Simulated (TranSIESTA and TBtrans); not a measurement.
System: Ga chain with one bond stretched by 3.0 Å. Leads: straight Ga chain, spacing 2.55 Å. Geometry: as built, not relaxed.

TranSIESTA and TBtrans, PBE, DZP numerical orbitals (energy shift 0.15 eV), PseudoDojo norm-conserving scalar-relativistic potentials, mesh cutoff 200 Ry, 300 K, no spin polarisation, no spin-orbit coupling; self-consistent non-equilibrium Green functions.

Energies count from the leads' Fermi level. Transmissions are for one spin of a degenerate pair. The energy step is 0.01 eV; narrower resonances are cut or missed.

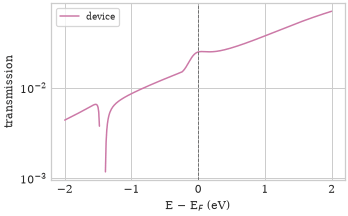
Figure. Transmission against energy

```
E (eV)       T  lead channels
------  ------  -------------
-2.00   0.0044              1
-1.80   0.0052              1
-1.60   0.0063              1
-1.40        0              0
-1.20   0.0071              1
-1.00   0.0087              1
-0.80    0.010              1
-0.60    0.012              1
-0.40    0.014              1
-0.20    0.016              3
0.00     0.025              3
0.20     0.025              3
0.40     0.027              3
0.60     0.029              3
0.80     0.033              3
1.00     0.038              3
1.20     0.043              3
1.40     0.049              3
1.60     0.056              3
1.80     0.063              3
2.00     0.070              3
```

The straight chain is held at its spacing; free chains may zigzag or dimerise. No spin-polarised start was tried, so a magnetic state, if there is one, is missed.
